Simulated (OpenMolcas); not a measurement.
**Run report: BH₂ (charge +1), single-point calculation**

System: BH₂, charge +1.
Method: NEVPT2/3-21G (OpenMolcas 26.06).

The geometry is that of the parent species in another charge or spin state. The geometry comes from this level: GFN2-xTB.

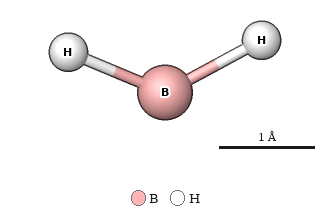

*The input geometry (ball-and-stick view, seen at a tilt).*

Bond lengths as drawn: B–H 1.16 Å.

The input
```
* BH2 NEVPT2

&GATEWAY
 BasLib = $CurrDir
 BasisSet
 B.3-21G....
 B1 0.262840 -0.166230 0.128640 angstrom
 End of Basis
 BasisSet
 H.3-21G....
 H2 0.280020 0.985320 0.260980 angstrom
 H3 -0.542860 -0.819090 -0.389630 angstrom
 End of Basis

&SEWARD

&RASSCF
 FileOrb = $CurrDir/step2.RasOrb
 Spin = 1
 Nactel = 4 0 0
 Inactive = 1
 Ras2 = 6
 OrbListing = Nothing
 OrbAppear = Compact

&CASPT2
 PC-NEVPT2
 Frozen = 1
```

Run on 1 thread of Intel Xeon (Sapphire Rapids), 64 GiB of memory available, shared host.

Launch command:
```bash
export MOLCAS_MEM=1860
pymolcas step6.input > step6.log
```

Output
```
--- Start Module: gateway ---

                                              &GATEWAY

                       available to each process: 1.9 GB of memory, 1 thread

 Basis Set     1 Label: B.3-21G....
 Basis set is read from library:.
 basistype.tbl is not found

 Basis Set     2 Label: H.3-21G....
 Basis set is read from library:.
 basistype.tbl is not found

++    Symmetry information:
      ---------------------

                    Character Table for C1

                             E
                    a        1  x, y, xy, Rz, z, xz, Ry, yz, Rx, I
--

++    Basis set information:
      ----------------------

      Basis set label: B.3-21G.........

      Electronic valence basis set:
      ------------------
      Associated Effective Charge   5.000000 au
      Associated Actual Charge      5.000000 au
      Nuclear Model: Point charge

      Shell  nPrim  nBasis  Cartesian Spherical Contaminant
         s       6       3        X
         p       3       2        X

      Basis set label: H.3-21G.........

      Electronic valence basis set:
      ------------------
      Associated Effective Charge   1.000000 au
      Associated Actual Charge      1.000000 au
      Nuclear Model: Point charge

      Shell  nPrim  nBasis  Cartesian Spherical Contaminant
         s       3       2        X
--

++    Molecular structure info:
      -------------------------

                    ************************************************
                    **** Cartesian Coordinates / bohr, angstrom ****
                    ************************************************

     Center  Label                x              y              z                     x              y              z
        1      B1               0.496696      -0.314129       0.243094              0.262840      -0.166230       0.128640
        2      H2               0.529161       1.861985       0.493181              0.280020       0.985320       0.260980
        3      H3              -1.025857      -1.547856      -0.736294             -0.542860      -0.819090      -0.389630

                    ***************************************
                    *    InterNuclear Distances / bohr    *
                    ***************************************

               1 B1            2 H2            3 H3
    1 B1       0.000000
    2 H2       2.190678        0.000000
    3 H3       2.190764        3.944199        0.000000

                    *******************************************
                    *    InterNuclear Distances / angstrom    *
                    *******************************************

               1 B1            2 H2            3 H3
    1 B1       0.000000
    2 H2       1.159257        0.000000
    3 H3       1.159303        2.087180        0.000000

                    **************************************
                    *    Valence Bond Angles / degree    *
                    **************************************
                          Atom centers                 Phi
                      2 H2       1 B1       3 H3       128.37
--

            Nuclear Potential Energy              4.81824385 au

--- Stop Module: gateway /rc=_RC_ALL_IS_WELL_ ---

--- Start Module: seward ---

                                              &SEWARD

                       available to each process: 1.9 GB of memory, 1 thread

               SEWARD will generate:
                  Multipole Moment integrals up to order  2
                  Kinetic Energy integrals
                  Nuclear Attraction integrals (point charge)
                  One-Electron Hamiltonian integrals
                  Velocity integrals
                  Orbital angular momentum around (  0.3814  -0.2412   0.1867 )
                  Velocity quadrupole around (  0.3814  -0.2412   0.1867 )
                  Two-Electron Repulsion integrals

                   Integrals are discarded if absolute value <: 1.00E-14
                   Integral cutoff threshold is set to       <: 1.00E-16

            Nuclear Potential Energy              4.81824385 au

      Basis set specifications :
      Symmetry species         a
      Basis functions           13

--- Stop Module: seward /rc=_RC_ALL_IS_WELL_ ---

--- Start Module: rasscf ---

                                              &RASSCF

                       available to each process: 1.9 GB of memory, 1 thread

      Header of the ONEINT file:
      --------------------------

      OrdInt status: non-squared

      Cartesian coordinates in angstrom:
      -----------------------------------------------------
      No.  Label        X            Y            Z
      -----------------------------------------------------
       1   B1         0.26284000  -0.16623000   0.12864000
       2   H2         0.28002000   0.98532000   0.26098000
       3   H3        -0.54286000  -0.81909000  -0.38963000
      -----------------------------------------------------
      Nuclear repulsion energy =    4.81824385

++    Wave function specifications:
      -----------------------------

      Number of closed shell electrons           2
      Number of electrons in active shells       4
      Max number of holes in RAS1 space          0
      Max nr of electrons in RAS3 space          0
      Number of inactive orbitals                1
      Number of active orbitals                  6
      Number of secondary orbitals               6
      Spin quantum number                      0.0
      State symmetry                             1
--

++    Orbital specifications:
      -----------------------

      Symmetry species                           1
                                                 a
      Frozen orbitals                            0
      Inactive orbitals                          1
      Active orbitals                            6
      RAS1 orbitals                              0
      RAS2 orbitals                              6
      RAS3 orbitals                              0
      Secondary orbitals                         6
      Deleted orbitals                           0
      Number of basis functions                 13
--

++    CI expansion specifications:
      ----------------------------

      Number of CSFs                           105
      Number of spin combinations              120
      Number of determinants                   225
      Number of root(s) required                 1
      Root chosen for geometry opt.              1
      CI root used                               1

      highest root included in the CI            1
      max. size of the explicit Hamiltonian    105
--

++    Optimization specifications:
      ----------------------------

      RASSCF algorithm: Conventional
      Maximum number of macro iterations       200
      Maximum number of SX iterations          100
      Threshold for RASSCF energy            1.000E-08
      Threshold for max MO rotation          1.000E-01
      Threshold for max BLB element          1.000E-04
      Level shift parameter                  5.000E-01
      Make Quasi-Newton update
--

      The MO-coefficients are taken from the file:
      step2.RasOrb
      Title: RASSCF average (pseudo-natural) orbitals

      Total molecular charge    1.00

      ************************************************************************************************************************
      *                                            Wave function control section                                             *
      ************************************************************************************************************************

                                         RASSCF iterations: Energy and convergence statistics
                                         ----------------------------------------------------

          iter iter root      energy       change     param      element    value   shift minimum  type update hh:mm:ss
 Nr of preliminary CI iterations:   1
        1   1    3    1   -25.32469264    0.00E+00   1.48E-05    2  12 1 -8.07E-07   0.00   0.00    SX    NO    0:00:00
        2   1    2    1   -25.32469264   -1.36E-11   5.56E-06    2   9 1  1.58E-07   0.00   0.00    SX    NO    0:00:00
        3   1    2    1   -25.32469264   -1.74E-12   2.24E-06    3   8 1 -7.86E-08   0.00   0.00    SX    NO    0:00:00
        4   1    2    1   -25.32469264   -2.70E-13   1.03E-06    3   8 1 -3.55E-08   0.00   0.00    SX    NO    0:00:00
      Convergence after  4 iterations
        5   1    2    1   -25.32469264   -8.17E-14   1.03E-06    2   9 1  1.76E-08   0.00   0.00    SX    NO    0:00:00

      ************************************************************************************************************************
                                                      Wave function printout:
                       occupation of active orbitals, and spin coupling of open shells (u,d: Spin up or down)
      ************************************************************************************************************************

      Note: transformation to natural orbitals
      has been made, which may change the order of the CSFs.

      printout of CI-coefficients larger than  0.05 for root  1
      energy=     -25.324693
      conf/sym  111111     Coeff  Weight
             1  220000  -0.98520 0.97061
             4  202000   0.06773 0.00459
             6  022000   0.05419 0.00294
            18  udu00d   0.09120 0.00832
            36  200002   0.05588 0.00312
            43  020200   0.06989 0.00489
            45  020020   0.05557 0.00309

      Natural orbitals and occupation numbers for root  1
      sym 1:   1.966424   1.974214   0.024815   0.010175   0.007385   0.016989

      ************************************************************************************************************************
      *                                                    Final results                                                     *
      ************************************************************************************************************************

++    Final optimization conditions:
      ------------------------------

      Average CI energy                             -25.32469264
      RASSCF energy for state  1                    -25.32469264
      Super-CI energy                                -0.00000000
      RASSCF energy change                           -0.00000000
      Max change in MO coefficients              -1.209E-06
      Max non-diagonal density matrix element     1.026E-06
      Maximum BLB matrix element                  1.755E-08
      (orbital pair   2,   9 in symmetry   1)
      Norm of electronic gradient            2.970E-08
--

      Final state energy(ies):
      ------------------------

::    RASSCF root number  1 Total energy:    -25.32469264
      Von Neumann Entropy (Root   1) =  0.24810

      Mulliken population analysis for root number:  1
      -----------------------------------------------

++    Molecular charges:
      ------------------

      Mulliken charges per centre
      ---------------------------

                B1      H2      H3
      Total    4.3084  0.8458  0.8458

      N-E      0.6916  0.1542  0.1542

      Total electronic charge=    6.000000

      Total            charge=    1.000000
--

      Expectation values of various properties for root number:  1
      -----------------------------------------------------------

++    Molecular properties:
      ---------------------

      Charge (e):
                      =    1.0000
      Dipole Moment (debye):
      Origin of the operator (angstrom)=    0.2018   -0.1276    0.0988
                   X=  5.1336E-01               Y= -3.2471E-01               Z=  2.5125E-01           Total=  6.5735E-01
      Center of Charge (angstrom)
                     X=    0.30870652               Y=   -0.19524494               Z=    0.15108795
      Quadrupole Moment (debye*angstrom):
      Origin of the operator (angstrom)=    0.2018   -0.1276    0.0988
                  XX= -4.3159E+00              XY= -2.9611E-01              XZ=  1.4183E-01              YY= -4.6576E+00
                  YZ= -1.6813E-01              ZZ= -4.5662E+00
      In traceless form (debye*angstrom)
                  XX=  2.9603E-01              XY= -4.4416E-01              XZ=  2.1275E-01              YY= -2.1656E-01
                  YZ= -2.5219E-01              ZZ= -7.9471E-02
--

      Average orbitals are written to the RASORB file
      Natural orbitals for root   1 are written to the RASORB.1 file
      Spin density orbitals for root   1 are written to the SPDORB.1 file

--- Stop Module: rasscf /rc=_RC_ALL_IS_WELL_ ---

--- Start Module: caspt2 ---

                                              &CASPT2

                       available to each process: 1.9 GB of memory, 1 thread

 ###############################################################################
 ###    WARNING: User changed nr of frozen orbitals.                         ###
 ###############################################################################

++    Wave function specifications:
      -----------------------------

      Number of closed shell electrons           0
      Number of electrons in active shells       4
      Max number of holes in RAS1 space          0
      Max number of electrons in RAS3 space      0
      Number of inactive orbitals                0
      Number of active orbitals                  6
      Number of secondary orbitals               6
      Spin quantum number                      0.0
      State symmetry                             1
      Number of CSFs                           105
      Number of CASSCF root(s) available         1
      NEVPT2 state passed to geometry opt.       1
      A file JOBMIX will be created
      This is a CASSCF or RASSCF reference function
--

++    Orbital specifications:
      -----------------------

      Symmetry species                           1
                                                 a
      Frozen orbitals                            1
      Inactive orbitals                          0
      Active orbitals                            6
      Secondary orbitals                         6
      Deleted orbitals                           0
      Number of basis functions                 13
--

++    NEVPT2 specifications:
      ----------------------

      Type of calculation                        SS-NEVPT2
      Internal contraction for energies          partially and strongly contracted
                                                 (PC-NEVPT2 and SC-NEVPT2)
      Denominator threshold for SC-NEVPT2        1.00E-09
      Fock operator                              state-specific
      0th-order Hamiltonian                      DYALL
      IPEA shift                                 0.00
      Real shift                                 0.00
      Imaginary shift                            0.00
      The input orbitals will be transformed to quasi-canonical
--

--------------------------------------------------------------------------------
 Estimated memory requirements:
  POLY3 :                   257654
  RHS:                      276316
  SIGMA :                   255184
  PRPCTL:                        0
 Available workspace:    232487967

++ NEVPT2 computation for group   1

********************************************************************************
 Multi-State initialization phase begins for group   1
--------------------------------------------------------------------------------
********************************************************************************
 Compute H0 matrices for state    1
--------------------------------------------------------------------------------
--------------------------------------------------------------------------------
 H0 matrices have been computed.

********************************************************************************
  NEVPT2 EQUATION SOLUTION
--------------------------------------------------------------------------------

  Total nr of NEVPT2 parameters:
   Before reduction:        1962
   After  reduction:        1086

 Variance of |WF0>:       0.0187864267
-----------------------------------------------------------------------------------------------------------------------------

  FINAL PC-NEVPT2 RESULT:

      Reference energy:         -25.3246926436
      E2 (Non-variational):      -0.0066000958
      E2 (Variational):          -0.0066000958
      Total energy:             -25.3312927393
      Residual norm:              0.0000000000
      Reference weight:           0.99743

      Contributions to the PC-NEVPT2 correlation energy
      Active & Virtual Only:         -0.0066000958
      One Inactive Excited:           0.0000000000
      Two Inactive Excited:           0.0000000000

  FINAL SC-NEVPT2 RESULT:

      Reference energy:         -25.3246926436
      E2 (Non-variational):      -0.0065144062
      E2 (Variational):          -0.0065144062
      Total energy:             -25.3312070498
      Residual norm:              0.0000000000
      Reference weight:           0.99755

      Contributions to the SC-NEVPT2 correlation energy
      Active & Virtual only:         -0.0065144062
      One Inactive Excited:           0.0000000000
      Two Inactive Excited:           0.0000000000

++ Denominators, etc.
--------------------------------------------------------------------------------------------------------------
 Report on small energy denominators, large coefficients, and large energy contributions.
CASE  SYMM ACTIVE-MIX  NON-ACTIVE INDICES          DENOMINATOR     RHS VALUE       COEFFICIENT     CONTRIBUTION
--

   (Skipping property calculation,
    use PROP keyword to activate)
--

  Total PC-NEVPT2 energies:
::    PC-NEVPT2 Root  1     Total energy:    -25.33129274

  A NEW JOBIPH FILE NAMED 'JOBMIX' IS PREPARED.
********************************************************************************
--- Stop Module: caspt2 /rc=_RC_ALL_IS_WELL_ ---

.##################.
.# Happy landing! #.
.##################.

    Timing: Wall=1.54 User=1.14 System=0.33
```

Summary

| quantity | value |
| --- | --- |
| outcome | converged |
| total energy | −25.331293 hartree |
| basis functions | 13 |
| wall time | 1.8 s |
| peak memory | 0.37 GiB |
